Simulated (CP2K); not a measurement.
**InSi2H7 (SMILES [SiH3][SiH2][InH2]) at GFN2-xTB**

Aim: the energy change on altering one bond length of InSi2H7 at GFN2-xTB, from 2 runs. 

Program for the calculation: CP2K 2026.2.

**1. The system as given**

InSi2H7: 10 atoms, total charge 0, spin state singlet. SMILES: `[SiH3][SiH2][InH2]`. The shape is that of a PBE0-D4/def2-TZVP optimisation.

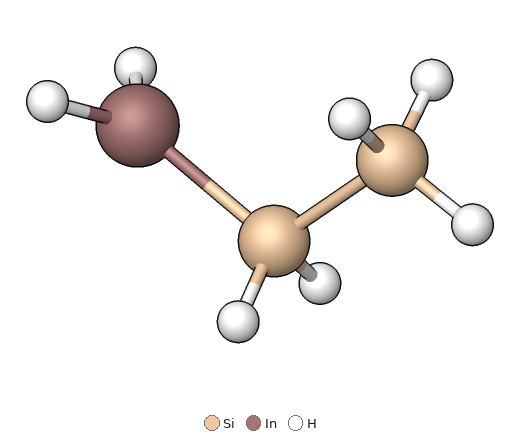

Viewed from a chosen angle; silicon light orange, indium brown, hydrogen white.

**2. The energy at GFN2-xTB**

Contents of qs.inp:

```
&FORCE_EVAL
  METHOD QS
  &DFT
    CHARGE 0
    MULTIPLICITY 1
    &QS
      METHOD XTB
      EPS_DEFAULT 1.0E-10
      &XTB
        GFN_TYPE TBLITE
        &TBLITE
          METHOD GFN2
        &END TBLITE
        CHECK_ATOMIC_CHARGES F
      &END XTB
    &END QS
    &POISSON
      PERIODIC NONE
      POISSON_SOLVER ANALYTIC
    &END POISSON
    &SCF
      SCF_GUESS ATOMIC
      EPS_SCF 1.0E-07
      MAX_SCF 150
      ADDED_MOS 8
      &DIAGONALIZATION
        ALGORITHM STANDARD
      &END DIAGONALIZATION
      &MIXING
        METHOD DIRECT_P_MIXING
        ALPHA 0.4
      &END MIXING
      &SMEAR ON
        METHOD FERMI_DIRAC
        ELECTRONIC_TEMPERATURE [K] 300
      &END SMEAR
    &END SCF
    # extra output
    &PRINT
      &MOMENTS
        PERIODIC F
        REFERENCE COM
        MAX_MOMENT 1
      &END MOMENTS
      &MO ON
        ENERGIES T
        OCCUPATION_NUMBERS T
        NDIGITS 6
        &EACH
          QS_SCF 0
        &END EACH
        ADD_LAST NUMERIC
      &END MO
      &HIRSHFELD OFF
      &END HIRSHFELD
    &END PRINT
  &END DFT
  &SUBSYS
    &CELL
      ABC [angstrom] 21.8 19.9 20.7
      PERIODIC NONE
    &END CELL
    &COORD
      Si    -1.450900     0.732300    -0.821600
      Si     0.023100    -0.982700    -0.222400
      In     1.884800    -0.062700     1.293100
      H     -2.541100     0.248700    -1.711500
      H     -0.707700     1.812100    -1.527500
      H     -2.065700     1.320500     0.400500
      H     -0.761300    -2.056900     0.451800
      H      0.588700    -1.557900    -1.477300
      H      1.761400    -0.160900     3.013900
      H      3.268800     0.707500     0.601100
    &END COORD
    &TOPOLOGY
      &CENTER_COORDINATES
      &END CENTER_COORDINATES
    &END TOPOLOGY
  &END SUBSYS
&END FORCE_EVAL

&GLOBAL
  PROJECT qs
  RUN_TYPE ENERGY
  PRINT_LEVEL MEDIUM
&END GLOBAL
```

Launch:

```sh
$ OMP_NUM_THREADS=1 cp2k.psmp -i qs.inp -o qs.out
```

Log:

```text
CP2K| version string:                                       CP2K version 2026.2
[...]
 GLOBAL| Method name                                                        CP2K
[...]
 GLOBAL| Run type                                                         ENERGY
[...]
                             - Atoms:                                         10
[...]
                             - Spherical basis functions:                     34
[...]
 Number of electrons:                                                         18
[...]
  *** SCF run converged in    17 steps ***
[...]
  Fermi energy:                                                -0.26658549938285
[...]
 TB_DIPOLE| Moment [Debye]         -2.39989292      -0.74156744      -1.80840945
 TB_DIPOLE| Derivative [a.u.]       0.00000000       0.00000000       0.00000000
[...]
 ENERGY| Total FORCE_EVAL ( QS ) energy [hartree]             -8.188995041685457
[...]
```

It took 0.22 s on 1 thread of Arm Neoverse V2, shared host.

**3. The distorted shape, same level**

Contents of molecule.inp:

```
&GLOBAL
  PROJECT molecule
  RUN_TYPE ENERGY
  PRINT_LEVEL MEDIUM
&END GLOBAL

&FORCE_EVAL
  METHOD QUICKSTEP
  &DFT
    &QS
      METHOD XTB
      EPS_DEFAULT 1.0E-10
      &XTB
        GFN_TYPE TBLITE
        &TBLITE
          METHOD GFN2
        &END TBLITE
        CHECK_ATOMIC_CHARGES F
      &END XTB
    &END QS
    &POISSON
      PERIODIC NONE
      POISSON_SOLVER ANALYTIC
    &END POISSON
    &SCF
      SCF_GUESS ATOMIC
      EPS_SCF 1.0E-07
      MAX_SCF 150
      ADDED_MOS 8
      &DIAGONALIZATION
        ALGORITHM STANDARD
      &END DIAGONALIZATION
      &MIXING
        METHOD DIRECT_P_MIXING
        ALPHA 0.4
      &END MIXING
      &SMEAR ON
        METHOD FERMI_DIRAC
        ELECTRONIC_TEMPERATURE [K] 300
      &END SMEAR
    &END SCF
    &PRINT
      &MOMENTS
        PERIODIC F
        REFERENCE COM
        MAX_MOMENT 1
      &END MOMENTS
      &MO ON
        ENERGIES T
        OCCUPATION_NUMBERS T
        NDIGITS 6
        &EACH
          QS_SCF 0
        &END EACH
        ADD_LAST NUMERIC
      &END MO
      &HIRSHFELD OFF
      &END HIRSHFELD
    &END PRINT
  &END DFT
  &SUBSYS
    &CELL
      ABC 21.8 19.9 21.2
      PERIODIC NONE
    &END CELL
    &COORD
      Si    -1.413881     0.761759    -1.337825
      Si     0.060119    -0.953241    -0.738625
      In     1.921819    -0.033241     0.776875
      H     -2.504081     0.278159    -2.227725
      H     -0.670681     1.841559    -2.043725
      H     -2.028681     1.349959    -0.115725
      H     -0.724281    -2.027441    -0.064425
      H      0.625719    -1.528441    -1.993525
      H      1.761400    -0.160900     3.013900
      H      3.305819     0.736959     0.084875
    &END COORD
    &TOPOLOGY
      &CENTER_COORDINATES
      &END CENTER_COORDINATES
    &END TOPOLOGY
  &END SUBSYS
&END FORCE_EVAL
```

Launch:

```sh
$ OMP_NUM_THREADS=1 cp2k.psmp molecule.inp > molecule.out
```

Log:

```text
CP2K| version string:                                       CP2K version 2026.2
[...]
 GLOBAL| Method name                                                        CP2K
[...]
 GLOBAL| Run type                                                         ENERGY
[...]
                             - Atoms:                                         10
[...]
                             - Spherical basis functions:                     34
[...]
 Number of electrons:                                                         18
[...]
  *** SCF run converged in    24 steps ***
[...]
  Fermi energy:                                                -0.29646060329049
[...]
 TB_DIPOLE| Moment [Debye]         -3.02931560      -0.75598603      -3.89760831
 TB_DIPOLE| Derivative [a.u.]       0.00000000       0.00000000       0.00000000
[...]
 ENERGY| Total FORCE_EVAL ( QS ) energy [hartree]             -8.176517727107546
[...]
```

Wall time 0.24 s (1 thread of Arm Neoverse V2, shared host).

**4. Outcome**

At GFN2-xTB:

| quantity | value |
| --- | --- |
| first shape: total energy | -8.18900 Eh |
| first shape: dipole moment (from atomic charges alone) | 3.10 D |
| first shape: HOMO energy | -9.71 eV |
| first shape: LUMO energy | -6.36 eV |
| first shape: HOMO–LUMO gap | 3.36 eV |
| first shape: dispersion energy | -16.99 kJ/mol |
| distorted shape: total energy | -8.17652 Eh |
| distorted shape: dipole moment (from atomic charges alone) | 4.99 D |
| distorted shape: HOMO energy | -9.66 eV |
| distorted shape: LUMO energy | -7.17 eV |
| distorted shape: HOMO–LUMO gap | 2.49 eV |
| distorted shape: dispersion energy | -19.30 kJ/mol |
| energy change with the In3–H9 bond stretched from 1.728 to 2.246 Å | 0.340 eV |

In words: With the In3–H9 bond stretched from 1.728 to 2.246 Å the energy rises by 0.34 eV (7.8 kcal/mol). The first shape isn't relaxed at this level, so the change isn't measured from a minimum. The dipole (first shape) comes from point charges on the atoms alone, without atomic dipoles, so it is partial. The dipole (distorted shape) comes from point charges on the atoms alone, without atomic dipoles, so it is partial.
